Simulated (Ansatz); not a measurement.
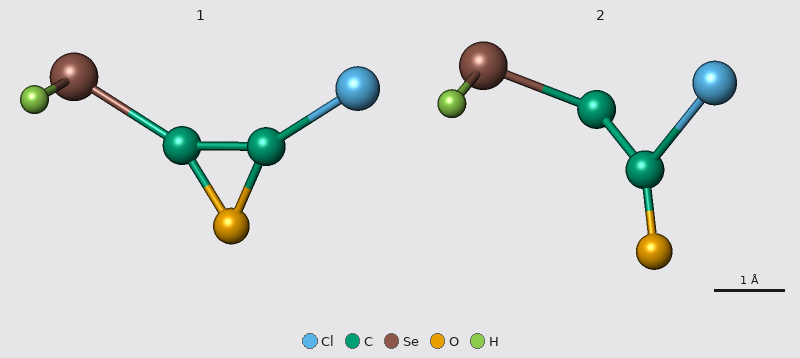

Two geometries of C2HClOSe, drawn at one scale. One is the start of a relaxation, the other its converged end. Style: ball-and-stick. Shown from a free direction.

All numbers below come from RKS PBE-D4/def2-SVP (Ansatz 0.2.0). (no spin polarisation; force threshold 0.015 eV/Å; at most 40 steps)

Question: Which of the two is the end point?

Answer: Structure 2 is the relaxed one. The run prepares an end point of a later path (torsion) calculation, from a guessed geometry. After 17 geometry steps the energy has fallen by 80.3 kcal/mol. Largest force component: 6.2 eV/Å at the start, 0.011 eV/Å at the end. The largest move after the best rigid fit is that of a C atom, 0.72 Å. By element the largest moves are C 0.72 Å, O 0.65 Å, Cl 0.64 Å, Se 0.31 Å, H 0.29 Å. Some distances before and after: C–O 1.372 → 2.427 Å, C–O 1.357 → 1.198 Å, C–Se 1.908 → 1.773 Å, C–Cl 1.799 → 1.885 Å. Bonds break: C–O (1.37 → 2.43 Å). Bond angles that change, for instance: C–C–O 60.4° → 136.7°, Cl–C–C 150.9° → 99.8°, Cl–C–O 148.7° → 123.2°. Groups turn about C–C by about 85°, C–Se by about 85°.
